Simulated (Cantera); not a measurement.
A closed system holds: 1 mol SiHCl3, a varied amount of C2H2, 350 mol H2, at 2200 K and 1.50 mbar.

Method: chemical equilibrium by Gibbs-energy minimisation in Cantera with the NASA 1993 tables (ideal gas, pure condensed phases). Candidate condensed phases: C, C6H6, C7H8, C8H18, Si, SiC; 109 gas species. Rates play no part.

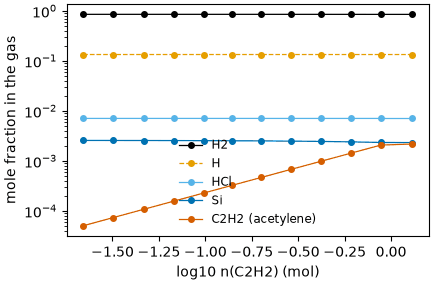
Equilibrium gas composition (values under 1e-9 drawn at 1e-9)

From 0.022 mol C2H2 to 0.88 mol C2H2 nothing is condensed. At 1.3 mol C2H2 the condensed part is C(graphite). The main Si-bearing gas is Si throughout.
